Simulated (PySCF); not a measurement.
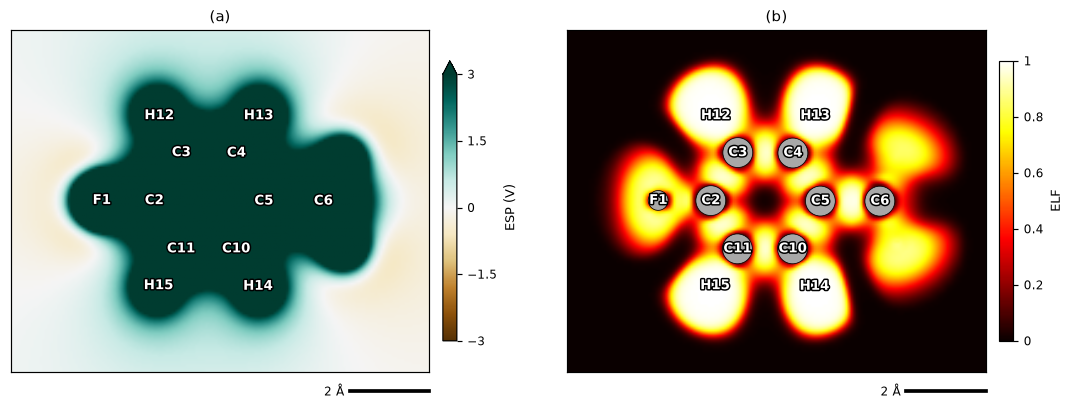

Figure 1: C₇H₄F₄ (SMILES Fc1ccc(C(F)(F)F)cc1). (a) electrostatic potential; (b) electron localisation function on the plane of atoms C5, C4 and H13. Grey discs cover the atomic cores in the ELF map.

Geometry: PBE0-D3(BJ)/def2-SVP.

Theory: PBE0/pcSseg-1, SCF density, gas phase, non-relativistic (PySCF).

```xyz
15

F     3.3249   -0.1011   -0.6441
C     2.0220   -0.0623   -0.3880
C     1.3841    1.1708   -0.3066
C     0.0206    1.2054   -0.0347
C    -0.6893    0.0175    0.1513
C    -2.1711    0.0632    0.3961
F    -2.5213    1.1512    1.0892
F    -2.8607    0.0940   -0.7513
F    -2.5933   -1.0066    1.0767
C    -0.0302   -1.2101    0.0684
C     1.3334   -1.2556   -0.2025
H     1.9625    2.0846   -0.4523
H    -0.4953    2.1644    0.0419
H    -0.5860   -2.1362    0.2249
H     1.8735   -2.2014   -0.2685
```

**What does the map show?**

The section cuts through F, C and H sites.
C–F (1.33 Å): the ELF peaks at about 0.85 between the atoms: a polar covalent bond.
C–C (1.39 Å): the ELF peaks at about 0.95 between the atoms: a covalent bond.
C–H (1.09 Å): the ELF climbs to about 1 towards the hydrogen, as it does in any bond to H (a covalent bond by its length).
C–C (1.50 Å): the ELF peaks at about 1 between the atoms: a shared electron pair.
The ELF also peaks beside F9, F1 and F7, away from the bonds: lone-pair regions.
Outside the dense part of the molecule the potential is most negative (−0.5 V) near F9, which lies off the plane.
